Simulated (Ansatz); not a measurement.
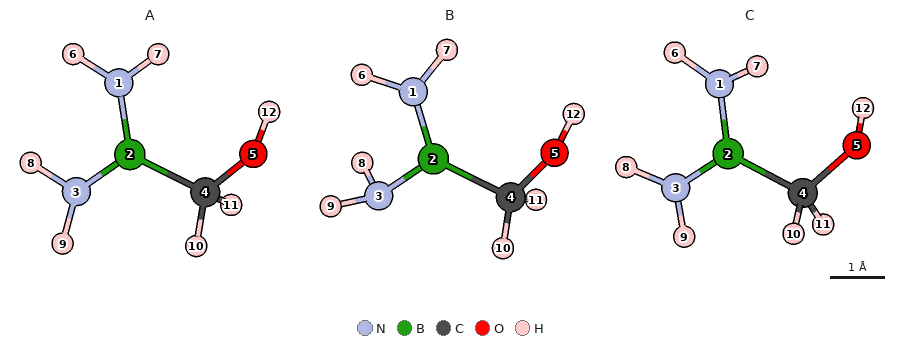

3 geometries from one relaxation of CH7BN2O (coarse preliminary run), in shuffled order. The picture is a ball-and-stick view, seen from a free direction.

The start comes from a force field.

Method: Ansatz, RKS PBE-D4/def2-SVP. Set-up: force threshold 0.03 eV/Å; at most 200 steps.

Put them in the order of the run, from the start to the converged end.

Answer. B, A, C. They are steps 0, 6, 14, at +1.840 eV, +0.216 eV relative to the last. H9 moves most after the best rigid fit: 1.56 Å. By element the largest moves are H 1.56 Å, O 0.29 Å, N 0.27 Å, C 0.17 Å, B 0.15 Å. Some distances before and after: N3–H9 1.113 → 1.018 Å, B2–N3 1.507 → 1.422 Å, C4–H10 1.040 → 1.114 Å, N1–B2 1.472 → 1.420 Å. Among the angles between lasting bonds that change: B2–N3–H9 106.9° → 122.3°, B2–N3–H8 109.7° → 124.4°, B2–N1–H6 113.2° → 126.2°. Groups turn about C4–O5 by about 25°. After 14 geometry steps the energy has fallen by 1.840 eV. The largest force component goes from 5.2 to 0.026 eV/Å.
